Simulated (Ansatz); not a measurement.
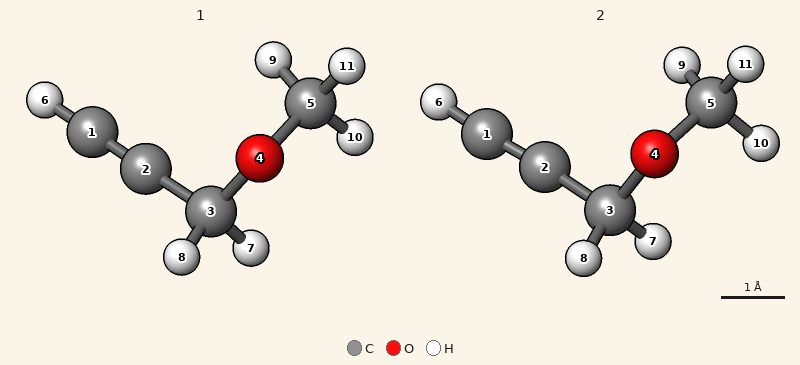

Two geometries of C4H6O (coarse preliminary run), drawn at one scale. One is the start of a relaxation, the other its converged end. A ball-and-stick model, seen at a tilt.

The calculation used RKS PBE-D4/def2-SVP in Ansatz 0.2.0. Settings: force threshold 0.03 eV/Å; at most 200 steps.

### Which of the two is the end point?

Structure 1 is the relaxed one. The start comes from a force field. The largest move after the best rigid fit is that of H10, 0.23 Å. Largest moves by element: H 0.23 Å, O 0.11 Å, C 0.11 Å. Some distances before and after: C3–H7 1.081 → 1.121 Å, C3–O4 1.445 → 1.413 Å, C5–H10 1.143 → 1.118 Å, C1–C2 1.199 → 1.223 Å. Among the angles between lasting bonds that change: H9–C5–H11 113.4° → 108.7°, C1–C2–C3 174.7° → 178.9°, C2–C1–H6 175.4° → 179.4°. After 5 accepted moves (6 points after the start) the energy has fallen by 0.142 eV. The largest force component goes from 2.2 to 0.02 eV/Å. The line search rejected the trial step at point 3 of the run.
